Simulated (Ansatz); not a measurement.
## SnClF (SMILES [F][Sn][Cl]): methods side by side

SnClF has 3 atoms, charge 0, and is taken as a singlet. SMILES: `[F][Sn][Cl]`. The shape is that of a PBE0-D4/def2-TZVP optimisation.

```xyz
3

F    -1.3896    0.2231   -0.7444
Sn    0.1643    0.8981    0.1907
Cl    1.2143   -1.1860    0.5405
```

Each level gives the electronic atomisation energy (eV). The values are calculated. Electronic energies at fixed atoms, without zero-point motion or spin-orbit coupling.

```tsv
level	kind	program	value (eV)	less FCI/STO-3G
HF/STO-3G	Hartree–Fock	Ansatz	6.49	-1.62
SVWN5/STO-3G	LDA	Ansatz	12.35	+4.24
BLYP/STO-3G	GGA	Ansatz	11.00	+2.89
revPBE/STO-3G	GGA	Ansatz	10.73	+2.62
r2SCAN/STO-3G	meta-GGA	Ansatz	10.67	+2.56
BHLYP/STO-3G	global hybrid	Ansatz	9.26	+1.15
wB97X/STO-3G	range-separated hybrid	Ansatz	9.81	+1.70
B2PLYP/STO-3G	double hybrid	Ansatz	9.37	+1.26
BCCD(T)/STO-3G	coupled cluster or CI	Ansatz	8.08	-0.03
FCI/STO-3G	exact in the basis	Ansatz	8.11	0.00
```

FCI/STO-3G is exact within its basis and frozen core, so for wave-function methods in that basis the difference is their error; functionals converge differently with the basis, so for them it is only a difference. All-electron rows without a relativistic Hamiltonian named are non-relativistic. The values span 6.49 to 12.35 eV. All rows use very small basis sets, so none should be taken for the real molecule's value. In the correlated wave-function rows the outer d shell of Sn is correlated, in sets not made for it.

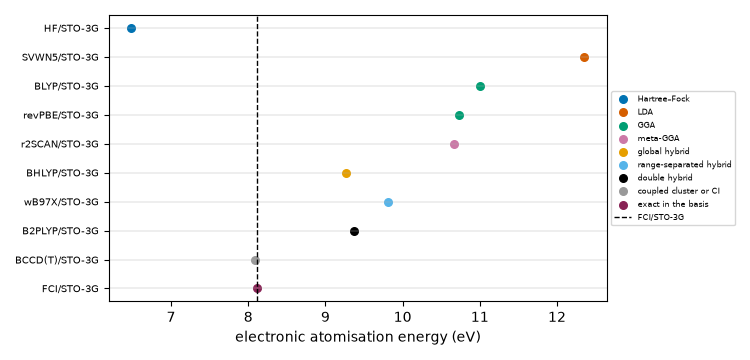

The values of the table, level by level.
